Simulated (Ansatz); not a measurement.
## CdC2 (built on the sites of a database entry of MgC2): following an unstable mode

Aim: this structure of CdC2 (built on the sites of a database entry of MgC2) is to be tested for unstable modes, and one is followed downhill.

Method: DFT PBE, scalar-relativistic, plane waves, norm-conserving pseudopotentials, in Ansatz 0.2.0.

The structure was built from a prototype and need not be the compound's stable phase.

## (1) The starting structure

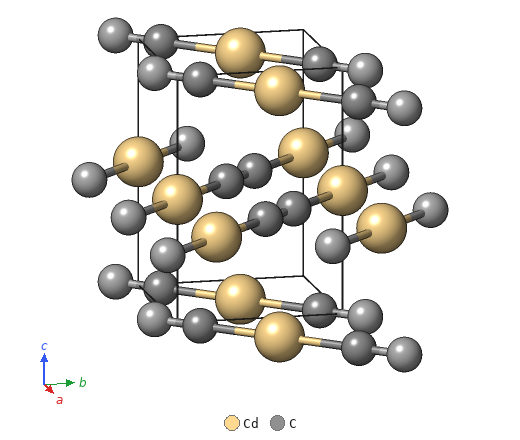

The cell as given, slightly off an axis (cadmium orange, carbon grey). 2×1×1 cells are drawn. Some periodic images of atoms are drawn too.

## (2) The dispersion

The cell comes from relaxations at this level that are not shown. Stability and thermal properties need the whole zone. Linear response on a 2×2×2 q mesh gives force constants as far as a supercell of that size would, and the tensors from the zone-centre run are typed in so that the long-range dipole term is interpolated apart.

Input file input.yaml:

```yaml
crystal:
  lattice:
    - [3.9651099776, 0.0, 0.0]
    - [0.0, 3.9651099776, 0.0]
    - [0.0, 0.0, 5.9125324408]
  atoms:
    - { symbol: Cd, position: [0.5, 0.5, 0.0] }
    - { symbol: Cd, position: [0.0, 0.0, 0.5] }
    - { symbol: C, position: [0.8884665355, 0.8884665355, 0.0] }
    - { symbol: C, position: [0.6115334645, 0.3884665355, 0.5] }
    - { symbol: C, position: [0.1115334645, 0.1115334645, 0.0] }
    - { symbol: C, position: [0.3884665355, 0.6115334645, 0.5] }
kpoints:
  mp_grid: { grid: [8, 8, 4] }
hamiltonian:
  xc: pbe
  pseudopotentials: { kind: nc }
scf:
  occupations: { method: fixed }
output:
  eigenvalues: true
phonons:
  method: dfpt
  qmesh: [2, 2, 2]
  temperatures: { t_max: 1000, t_step: 50 }
  qpath:
    path:
      - [[0.0, 0.0, 0.0], [0.0, 0.5, 0.0], [0.5, 0.5, 0.0], [0.0, 0.0, 0.0], [0.0, 0.0, 0.5], [0.0, 0.5, 0.5], [0.5, 0.5, 0.5], [0.0, 0.0, 0.5]]
      - [[0.0, 0.5, 0.0], [0.0, 0.5, 0.5]]
      - [[0.5, 0.5, 0.0], [0.5, 0.5, 0.5]]
    npoints: 10
  non_analytic_term:
    high_frequency_dielectric_tensor: [[5.1272, 0.0, 0.0], [0.0, 5.1272, 0.0], [0.0, 0.0, 4.2171]]
    born_effective_charges:
      - { species: Cd, tensor: [[2.3804, -0.2215, 0.0], [-0.2215, 2.3804, 0.0], [0.0, 0.0, 2.3428]] }
      - { species: Cd, tensor: [[2.3804, 0.2215, 0.0], [0.2215, 2.3804, 0.0], [0.0, 0.0, 2.3428]] }
      - { species: C, tensor: [[-1.1902, 0.1581, 0.0], [0.1581, -1.1902, 0.0], [0.0, 0.0, -1.1714]] }
      - { species: C, tensor: [[-1.1902, -0.1581, 0.0], [-0.1581, -1.1902, 0.0], [0.0, 0.0, -1.1714]] }
      - { species: C, tensor: [[-1.1902, 0.1581, 0.0], [0.1581, -1.1902, 0.0], [0.0, 0.0, -1.1714]] }
      - { species: C, tensor: [[-1.1902, -0.1581, 0.0], [-0.1581, -1.1902, 0.0], [0.0, 0.0, -1.1714]] }
    source: "zone-centre run at this cell"
```

The run is started by

```sh
$ ansatz run input.yaml --threads 8 --pin off --max-ram 14336MiB --backend cpu --events-out ev --progress --plain --runs-dir out
```

Numbers of over 12 decimals in the logs are rounded to 6 here.

What it wrote:

```text
Warning: phonons: the dynamical matrix that this run interpolates holds no multipole term above the dipole-dipole one, and a site of this crystal is no centre of inversion, so its interpolated transverse optical and acoustic branches and sound speeds can stay off near Gamma, and the density of states and the thermodynamics with them. What a run solves at a wave vector of phonons.qpoints, Gamma apart, where the deck admits one, is free of this, and under fd what a larger phonons.supercell samples
Engine: ansatz 0.2.0, x86_64-unknown-linux-gnu
Pseudopotentials: kind: nc
Pseudopotential: Cd, nc, valence charge 20, recommended cutoff 1071 eV (normal), Cd.nc.azcp
Pseudopotential: C, nc, valence charge 4, recommended cutoff 1115.666836 eV (normal), C.nc.azcp
Functional definition: PBE
  parameter kappa = 0.804
  parameter beta = 0.066725
  exchange = pbe_x(kappa = kappa, mu = beta*pi^2/3)
  correlation = pbe_c(beta = beta)
Crystal: 6 atoms, lattice volume = 92.957 Å³
Basis set: ecut = 1115.666836 eV, 7829 PW (Γ), exchange–correlation on 96×96×144 points (8 copies of the dense FFT grid, shifted against one another)
Bands: 34, of which v1, the nominal top of the filled ones, is band 28 counted from 1 (27 counted from 0)
Symmetry: 16 space group operations
k-points: 45 of 256
Non-local potential: Cd, projectors of the file, l = 0: 2, l = 1: 2, l = 2: 2, l = 3: 1
Non-local potential: C, projectors of the file, l = 0: 2, l = 1: 2
Initial density: superposition of atomic densities (chi_scale 0.1, normalization cell, long waves kept (reshape's long-wave potential 0.00 eV rms))
Initial wavefunctions: pseudopotential atomic-orbital guess
Functional: x = pbe(κ = 0.804, μ = 0.219515), c = pbe(β = 0.066725)
SCF iter   1: F=—  HF=-10187.797289 eV  |F-HF|=—  |Δ(HF+E_count)|=         —  Δρ=9.88e-2  dr2=9.43e0  ethr=3.10e-3  ⟨swp⟩=5.0  Hψ=5964  notcnv=0  defer=156
preconditioner: auto → Resta (q_TF=auto, 2.507 Å⁻¹)  ε∞=6.0  [insulator: Δε(μ)=4.098 eV  Ē_g=10.878 eV  n_scr=28 (ndim 8)  ℏωp=24.4 eV  f_vac=0.000  ε∞_Penn≈6.0]
SCF iter   2: F=—  HF=-10184.983014 eV  |F-HF|=—  |Δ(HF+E_count)|=    2.81e0  Δρ=4.38e-2  dr2=1.68e0  ethr=3.10e-3  ⟨swp⟩=3.0  Hψ=3148  notcnv=0  defer=106
SCF iter   3: F=—  HF=-10184.446895 eV  |F-HF|=—  |Δ(HF+E_count)|=   5.36e-1  Δρ=8.04e-3  dr2=3.44e-2  ethr=2.99e-3  ⟨swp⟩=3.0  Hψ=3027  notcnv=0  defer=150
SCF iter   4: F=—  HF=-10184.452573 eV  |F-HF|=—  |Δ(HF+E_count)|=   5.68e-3  Δρ=1.67e-3  dr2=3.78e-3  ethr=6.15e-5  ⟨swp⟩=3.1  Hψ=2172  notcnv=0  defer=180
SCF iter   5: F=—  HF=-10184.453398 eV  |F-HF|=—  |Δ(HF+E_count)|=   8.24e-4  Δρ=4.85e-4  dr2=1.52e-4  ethr=6.75e-6  ⟨swp⟩=3.0  Hψ=2560  notcnv=0  defer=180
SCF iter   6: F=—  HF=-10184.453591 eV  |F-HF|=—  |Δ(HF+E_count)|=   1.94e-4  Δρ=1.75e-4  dr2=1.82e-5  ethr=2.71e-7  ⟨swp⟩=2.2  Hψ=2781  notcnv=0  defer=180
SCF iter   7: F=—  HF=-10184.453601 eV  |F-HF|=—  |Δ(HF+E_count)|=   9.45e-6  Δρ=4.75e-5  dr2=1.39e-6  ethr=3.26e-8  ⟨swp⟩=2.0  Hψ=2656  notcnv=0  defer=172
SCF iter   8: F=—  HF=-10184.453606 eV  |F-HF|=—  |Δ(HF+E_count)|=   5.64e-6  Δρ=8.82e-6  dr2=8.98e-8  ethr=2.49e-9  ⟨swp⟩=2.6  Hψ=2951  notcnv=0  defer=153
SCF iter   9: F=—  HF=-10184.453607 eV  |F-HF|=—  |Δ(HF+E_count)|=   6.09e-8  Δρ=1.35e-6  dr2=9.92e-10  ethr=1.60e-10  ⟨swp⟩=2.2  Hψ=2312  notcnv=0  defer=153
SCF iter  10: F=—  HF=-10184.453607 eV  |F-HF|=—  |Δ(HF+E_count)|=  8.86e-10  Δρ=2.44e-7  dr2=4.99e-11  ethr=1.77e-12  ⟨swp⟩=3.3  Hψ=3014  notcnv=0  defer=153
SCF iter  11: F=-10184.453607 eV  HF=-10184.453607 eV  |F-HF|=3.64e-12  |Δ(HF+E_count)|=  2.36e-11  Δρ=4.48e-8  dr2=1.86e-12  ethr=1.00e-12  ⟨swp⟩=17.3  Hψ=11550  notcnv=0
SCF 1 converged in 11 iterations: F = -10184.453607 eV  dr2 = 1.86e-12
NSCF: frozen V_eff on 45 k-points
NSCF: frozen V_eff on 102 k-points
DFPT response loops at q = (0, 0, 0) (fractional): preconditioner auto → Resta (q_TF=auto, 2.507 Å⁻¹)  ε∞=4.4 (no band partly filled); β = 1.00, the filter's whole step (`scf.mixing.beta` (0.50) is not read by the response loops at its default; to damp them type it under 1.00, their step now; it binds the ground state too); Broyden in place of MSR1
NSCF: frozen V_eff on 204 k-points
DFPT response loops at q = (0, 0, -0.5) (fractional): mixed as the last ones told, above
NSCF: frozen V_eff on 204 k-points
DFPT response loops at q = (0, -0.5, 0) (fractional): mixed as the last ones told, above
NSCF: frozen V_eff on 204 k-points
DFPT response loops at q = (0, -0.5, -0.5) (fractional): mixed as the last ones told, above
NSCF: frozen V_eff on 204 k-points
DFPT response loops at q = (-0.5, -0.5, 0) (fractional): mixed as the last ones told, above
NSCF: frozen V_eff on 204 k-points
DFPT response loops at q = (-0.5, -0.5, -0.5) (fractional): mixed as the last ones told, above
SCF converged after 11 iterations
Free energy (F): -10184.453607 eV
Harris-Foulkes:  -10184.453607 eV  (|F-HF|=3.64e-12)
Internal energy: -10184.453607 eV  (E = F + TS)
E sigma→0 (E₀):  -10184.453607 eV
Fermi energy:    7.147603 eV
--- Per-component energies (eV) ---
  E_band       = -987.850937
  E_kinetic    = 3691.880876
  E_local      = -10236.192598  (includes V_loc(G=0)·N_el)
  E_nonlocal   = 338.508956
  E_hartree    = 3305.174137
  E_xc         = -1546.631604
  E_vxc        = -1392.396442  (∫ρ·V_xc dr)
  E_ewald      = -5737.193374
  E_smearing   = -0.000000  (= −TS)
  E_closure    = -0.000000  (closes the sum)
  Σ components = -10184.453607   (vs F -10184.453607, Δ=0.00e0)
--- Band table (eV; the first three rows and the last of 45) ---
  k-point 0: bands = [... 24 lower, 4.6241, 5.8157, 5.8157, 5.9844, 10.7764, 11.9425, 13.0396, 13.0396, ... 2 higher]
  k-point 1: bands = [... 24 lower, 5.3487, 5.7957, 5.7957, 6.2257, 10.9057, 11.7130, 12.8846, 12.8846, ... 2 higher]
  k-point 2: bands = [... 24 lower, 5.7747, 5.7747, 6.2061, 6.2061, 11.2628, 11.2628, 12.7505, 12.7505, ... 2 higher]
  k-point 44: bands = [... 24 lower, 4.1777, 4.1777, 6.7827, 6.7827, 11.8799, 11.8799, 12.0157, 12.0157, ... 2 higher]
--- Phonons (Γ-DFPT): 4 representative perturbations + reference (Σ response iterations 13) ---
  ASR residual: 5.957e-5 → 0.000e0 eV/Å²; symmetrization residual: 3.660e-6 eV/Å²
  ASR residual per site (eV/Å²): 5.96e-5 5.96e-5 8.85e-6 8.85e-6 8.85e-6 8.85e-6
  Γ frequencies (cm⁻¹): -79.60 -79.60 -64.06 0.00 0.00 0.00 45.48 60.92 60.92 252.69 252.69 286.65 366.25 373.46 453.54 453.54 1946.97 1948.06
--- Phonons (arbitrary-q DFPT): 6 irreducible q on the 2×2×2 mesh ---
  q = [0.0000, 0.0000, 0.0000] (star 1, of the zone-centre solve; hermiticity 1.62e-7, symmetrization 3.77e-15): -79.60 -79.60 -64.06 -0.00 -0.00 0.00 45.48 60.92 60.92 252.69 252.69 286.65 366.25 373.46 453.54 453.54 1946.97 1948.06
  q = [0.0000, 0.0000, -0.5000] (star 1, 4 solved perturbations in 330 linear systems a pass and spin channel, the states on 102 of 256 k-point pairs; hermiticity 4.32e-8, symmetrization 6.61e-13, the responses' own estimated error 5.0e-5 eV/Å²): -82.70 -82.70 31.75 31.75 41.46 41.46 55.41 55.41 254.45 254.45 270.65 270.65 369.80 369.80 454.10 454.10 1947.50 1947.50
  q = [0.0000, -0.5000, 0.0000] (star 2, 6 solved perturbations on 102 of 256 k-point pairs; hermiticity 6.63e-8, symmetrization 1.38e-13, the responses' own estimated error 4.8e-5 eV/Å²): -12.64 -12.64 61.69 61.69 131.75 131.75 194.44 194.44 227.10 227.10 287.94 287.94 341.66 341.66 418.56 418.56 1948.83 1948.83
  q = [0.0000, -0.5000, -0.5000] (star 2, 6 solved perturbations on 102 of 256 k-point pairs; hermiticity 7.73e-8, symmetrization 4.60e-14, the responses' own estimated error 4.8e-5 eV/Å²): 21.32 21.32 71.24 71.24 170.69 170.69 194.04 194.04 226.81 226.81 278.49 278.49 342.92 342.92 418.42 418.42 1948.70 1948.70
  q = [-0.5000, -0.5000, 0.0000] (star 1, 4 solved perturbations in 330 linear systems a pass and spin channel, the states on 102 of 256 k-point pairs; hermiticity 7.36e-8, symmetrization 1.56e-13, the responses' own estimated error 3.0e-5 eV/Å²): -22.53 -22.53 43.77 43.77 77.44 77.44 166.33 166.33 269.00 269.00 289.56 289.56 331.60 331.60 473.91 473.91 1944.81 1944.81
  q = [-0.5000, -0.5000, -0.5000] (star 1, 4 solved perturbations in 330 linear systems a pass and spin channel, the states on 102 of 256 k-point pairs; hermiticity 5.57e-8, symmetrization 8.28e-14, the responses' own estimated error 4.7e-5 eV/Å²): 47.10 47.10 54.51 54.51 77.36 77.36 185.83 185.83 260.01 260.01 289.61 289.61 338.31 338.31 474.21 474.21 1944.56 1944.56
  sum rule: each row above includes the acoustic sum rule's correction from the zone centre's row sums; it moved no ω² by more than (0.59 cm⁻¹)²
  mesh force constants: q→R imaginary residual 3.43e-18; ASR residual 5.957e-5 → 0.000e0 eV/Å²; symmetrization residual 4.974e-14 eV/Å²
  interpolated dispersion: 94 rows × 18 modes
  density of states and harmonic sums: on the 16×16×12 q-mesh, interpolated from the force constants of a 2×2×2 supercell (with the dipole–dipole term of supplied tensors)
  largest difference from the sums on the solved wave vectors: F 1.64e-1 eV, S 2.30e-4 and C_V 6.59e-5 eV/K
  zero-point energy: 0.445515 eV/cell   skipped modes (ω ≤ 0): 324, of them read as no rigid motion or as one in doubt: 321 (9.840e-1 modes/cell left out, lowest -82.70 cm⁻¹)   left out of the sums: 5.47e-2 of the cell's modes: C_V's classical limit lies that fraction below 3 k_B per atom; for a crystal, a wire or a layer, F and S can be off by more, and a phonons.interpolated_qmesh denser along its periods is the remedy for the sampling
```

Run time: 3.1 min. Hardware: 8 threads of Intel Xeon 6975P-C (Granite Rapids), shared host; peak memory 3.2 GiB.

Numbers from this step:

```
gap on the k-mesh                                       : 3.096 eV
volume per atom                                         : 15.49 Å³
sum-rule residual before enforcement                    : 5.96e-5 eV/Å²
lowest frequency on the path                            : -82.70 cm⁻¹
point group                                             : 4/mmm
highest frequency on the path or at a solved wavevector : 1950 cm⁻¹
highest optical mode at the zone centre (no LO-TO term) : 1948 cm⁻¹
lowest optical zone-centre mode                         : -79.6 cm⁻¹
lowest mode on the q mesh (acoustic modes at Γ apart)   : -82.7 cm⁻¹
```

Frequencies (cm⁻¹) solved at each irreducible wavevector; negative means imaginary. Frequencies by wavevector, by row:

```
q in reciprocal lattice units  star  mode 1  mode 2  mode 3  mode 4  mode 16  mode 17  mode 18
                        0 0 0     1   -79.6   -79.6   -64.1       0    453.5     1947     1948
                     0 0 -0.5     1   -82.7   -82.7    31.8    31.8    454.1     1948     1948
                     0 -0.5 0     2   -12.6   -12.6    61.7    61.7    418.6     1949     1949
                  0 -0.5 -0.5     2    21.3    21.3    71.2    71.2    418.4     1949     1949
                  -0.5 -0.5 0     1   -22.5   -22.5    43.8    43.8    473.9     1945     1945
               -0.5 -0.5 -0.5     1    47.1    47.1    54.5    54.5    474.2     1945     1945
```

Interpolated from a 2×2×2 q mesh, rough between the solved points, with the LO-TO term (at Γ the limit along the path; where Γ stands inside the path, tables give the limit on arrival). The phonon branches at the labelled points (cm⁻¹):

```
    point  branch 1  branch 2  branch 3  branch 4  branch 15  branch 16  branch 17  branch 18
        Γ       -80       -64         0         0        454        481       1947       1948
        X       -13       -13        62        62        419        419       1949       1949
        M       -22       -22        44        44        474        474       1945       1945
        Γ       -80       -64         0         0        454        481       1947       1948
        Z       -83       -83        32        32        454        454       1948       1948
        R        21        21        71        71        418        418       1949       1949
        A        47        47        54        54        474        474       1945       1945
        Z       -83       -83        32        32        454        454       1948       1948
jump to X       -13       -13        62        62        419        419       1949       1949
        R        21        21        71        71        418        418       1949       1949
jump to M       -22       -22        44        44        474        474       1945       1945
        A        47        47        54        54        474        474       1945       1945
```

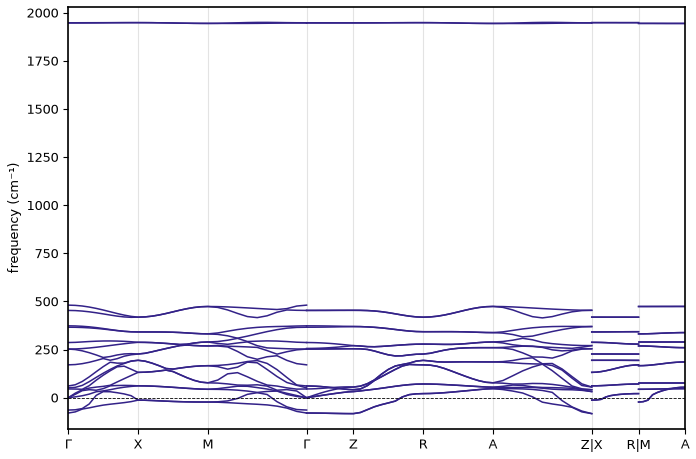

Phonon branches along the path.

Symmetry leaves 6 wavevectors to solve. The lowest mode among them, the acoustic zeros apart, lies at q = (0, 0, -0.5) and is imaginary, 82.7i cm⁻¹, so the energy falls along it.

## (3) The mode frozen in, largest atomic shift 0 Å

The mode followed lies at Γ with frequency 79.6i cm⁻¹ and is 2-fold degenerate, one of the unstable modes though not the softest. At small amplitude the distorted cell has space group no. 38 by a symmetry search on the positions. The undistorted cell that holds it gives the zero of energy on the same k mesh.

input.yaml, the sections that differ from step 2:

```yaml
scf:
  occupations: { method: gaussian, width: 0.02 }
output:
  forces: true
  stress: true
  eigenvalues: true
# crystal, kpoints, hamiltonian: as in step 2
# phonons: removed
```

What it wrote:

```text
[...]
Crystal: 6 atoms, lattice volume = 92.957 Å³
Basis set: ecut = 1115.666836 eV, 7829 PW (Γ), exchange–correlation on 90×90×144 points (8 copies of the dense FFT grid, shifted against one another)
Bands: 34, of which v1, the nominal top of the filled ones, is band 28 counted from 1 (27 counted from 0)
Symmetry: 16 space group operations
[...]
k-points: 45 of 256
[...]
k-point 0: bands = [... 24 lower, 4.6241, 5.8157, 5.8157, 5.9845, 10.7764, 11.9426, 13.0397, 13.0397, ... 1 higher]
  k-point 1: bands = [... 24 lower, 5.3487, 5.7957, 5.7957, 6.2258, 10.9057, 11.7131, 12.8847, 12.8847, ... 1 higher]
  k-point 2: bands = [... 24 lower, 5.7748, 5.7748, 6.2062, 6.2062, 11.2629, 11.2629, 12.7506, 12.7506, ... 1 higher]
  k-point 44: bands = [... 24 lower, 4.1778, 4.1778, 6.7827, 6.7827, 11.8799, 11.8799, 12.0158, 12.0158, ... 1 higher]
[key lines of the parts left out:]
SCF converged after 8 iterations
Free energy (F): -10184.453606 eV
Fermi energy:    8.695729 eV
P = ⅓ Tr σ = 0.0002 GPa (0.002 kbar)
```

Elapsed: 2 s, on 8 threads; peak memory 1 GiB.

This step gave:

- pressure: 2.50e-4 GPa
- energy from the undistorted cell: 0 meV/atom

At this level the gap is 3.10 eV on the k-mesh of the self-consistent run, which can miss the band edges.

## (4) The mode frozen in, largest atomic shift 0.22 Å

The atoms are moved along the unstable eigenvector, the largest shift by 0.22 Å, with the cell fixed.

input.yaml, the sections that differ from step 3:

```yaml
crystal:
  lattice:
    - [3.9651099776, 0.0, 0.0]
    - [0.0, 3.9651099776, 0.0]
    - [0.0, 0.0, 5.9125324408]
  atoms:
    - { symbol: Cd, position: [0.5128835781, 0.4871164219, 0.0] }
    - { symbol: Cd, position: [-0.0035589482, 0.0035589482, 0.5] }
    - { symbol: C, position: [0.8492334517, 0.9276996193, 0.0] }
    - { symbol: C, position: [0.6071307587, 0.3928692413, 0.5] }
    - { symbol: C, position: [0.0723003807, 0.1507665483, 0.0] }
    - { symbol: C, position: [0.3840638297, 0.6159361703, 0.5] }
# kpoints, hamiltonian, scf, output: as in step 3
```

What it wrote:

```text
[...]
Crystal: 6 atoms, lattice volume = 92.957 Å³
Basis set: ecut = 1115.666836 eV, 7829 PW (Γ), exchange–correlation on 90×90×144 points (8 copies of the dense FFT grid, shifted against one another)
Bands: 34, of which v1, the nominal top of the filled ones, is band 28 counted from 1 (27 counted from 0)
Symmetry: 4 space group operations
[...]
--- Band table (eV; the first three rows and the last of 63) ---
  k-point 0: bands = [... 24 lower, 4.5556, 5.8108, 5.9072, 5.9849, 10.6809, 11.8397, 12.9807, 13.0287]
  k-point 1: bands = [... 24 lower, 5.2630, 5.7899, 5.8973, 6.2131, 10.8022, 11.6080, 12.8589, 12.8952]
  k-point 2: bands = [... 24 lower, 5.7680, 5.7776, 6.1719, 6.2164, 11.0750, 11.2357, 12.7468, 12.7814]
  k-point 62: bands = [... 24 lower, 4.1871, 4.3927, 6.7049, 6.7714, 11.8722, 11.9047, 11.9221, 12.0184]
[key lines of the parts left out:]
SCF converged after 9 iterations
Free energy (F): -10184.461700 eV
Fermi energy:    8.701183 eV
P = ⅓ Tr σ = 0.1414 GPa (1.414 kbar)
```

The job ended after 4 s (8 threads; peak memory 1.1 GiB).

This step gave:

```yaml
pressure: 0.1414 GPa
gap_on_the_k_mesh: 3.134 eV
energy_from_the_undistorted_cell: -1.349 meV/atom
```

The energy, extrapolated to zero smearing, is -1.35 meV/atom against the undistorted cell.

The run ends at a pressure of 0.14 GPa, with forces up to 0.27 eV/Å.

## (5) Energy along the mode, all amplitudes (two of the runs are shown above)

An imaginary frequency means negative curvature, so the energy should fall and then rise again as anharmonic terms take over.

This step gave:

```
depth at the lowest point sampled  : 1.349 meV/atom
largest atomic shift at that point : 0.22 Å
```

The energy from the parent by largest atomic shift:

```
largest atomic shift (Å)  energy from the parent (meV/atom)
                   0.000                                  0
                   0.040                             -0.114
                   0.080                             -0.427
                   0.140                              -1.07
                   0.220                              -1.35
                   0.320                               2.39
                   0.450                               25.2
```

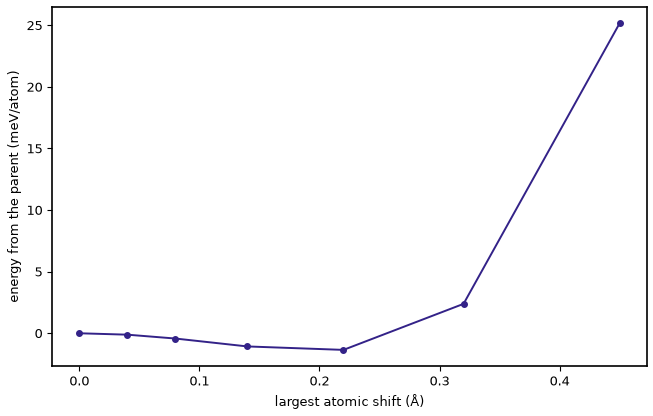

Energy from the parent, plotted against largest atomic shift.

Displacement at unit largest shift by atom:

```
atom   x (Å)   y (Å)  z (Å)   size
 Cd1   0.232  -0.232  0.000  0.328
 Cd2  -0.064   0.064  0.000  0.091
  C3  -0.707   0.707  0.000  1.000
  C4  -0.079   0.079  0.000  0.112
  C5  -0.707   0.707  0.000  1.000
  C6  -0.079   0.079  0.000  0.112
```

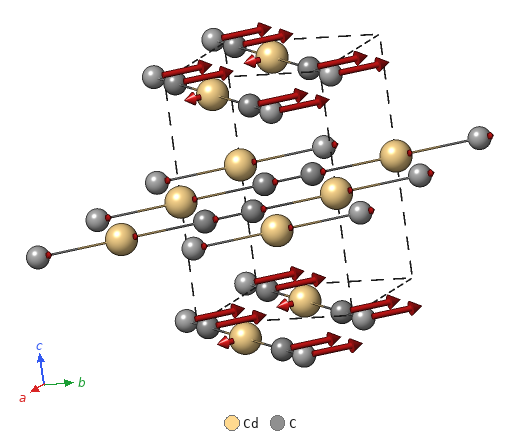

Displacement at unit largest shift as arrows, the longest 1.000 Å. 2×1×1 cells are drawn. Some periodic images of atoms are drawn too.

The lowest of the steps tried is at 0.22 Å, 1.35 meV/atom below the parent; the bottom of the well need not coincide with a step.

[end of part 1 of 3]

[Logs are printed without paths, hosts, clocks, repeated set-up lines and the standing remarks that a program may print on its own settings, such as how far it seeks lower states.]

[Hosts, paths, dates, database ids (printed as entryN), source tags and the programs' standing remarks are cut or masked in the printed files.]
